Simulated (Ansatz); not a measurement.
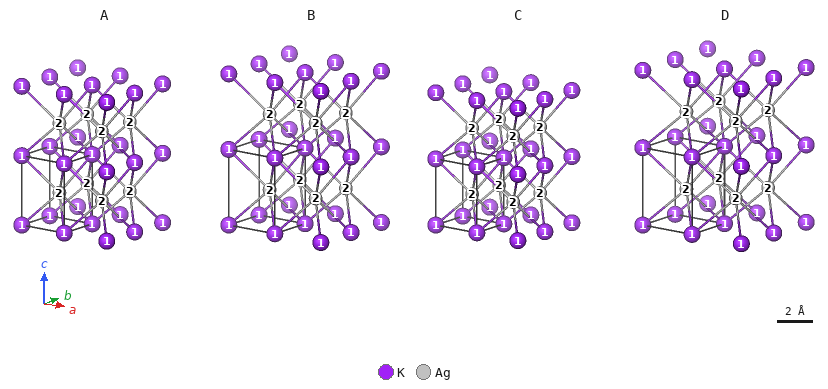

4 geometries from one relaxation of crystalline KAg (built on the tungsten carbide_187 type) (coarse preliminary run), in shuffled order. Style: ball-and-stick. Shown: the cell of the calculation, repeated 2 × 2 × 2 with one cell outlined, slightly off an axis.

Case: tungsten carbide type (P-6m2, No. 187).

All numbers below come from Ansatz, DFT PBE, scalar-relativistic, plane waves, PAW. Set-up: plane-wave cutoff 420 eV; k-point mesh 6 × 6 × 4; occupations gaussian; smearing width 0.1 eV; no spin polarisation; cell and atoms relaxed; force threshold 0.04 eV/Å; at most 70 steps.

### Order the frames from highest to lowest energy.

C, A, B, D. They are steps 0, 1, 3, 8, at +432 meV per atom, +233 meV per atom, +39.8 meV per atom relative to the last. No atom moves by more than 0.005 Å relative to the cell. The volume changes by +68.7 %, with a = b 3.917 → 4.703 Å (+20.1 %), c 3.820 → 4.469 Å (+17.0 %). Near-neighbour distances that change, for instance: K1–Ag2 2.960 → 3.517 Å. The space group stays P-6m2 (No. 187). Over 6 accepted moves (8 points after the start) the energy falls by 432 meV per atom. All forces vanish by symmetry, so only the cell relaxes. Pressure: 12.77 GPa at the start and 0.04 GPa at the end. At 2 points the geometry stayed and the basis and grid were re-selected for the new cell (energy shift of 20.2 meV per atom at most each time).

Limits of the set-up: the k-point mesh is coarse for a cell with partly filled bands.
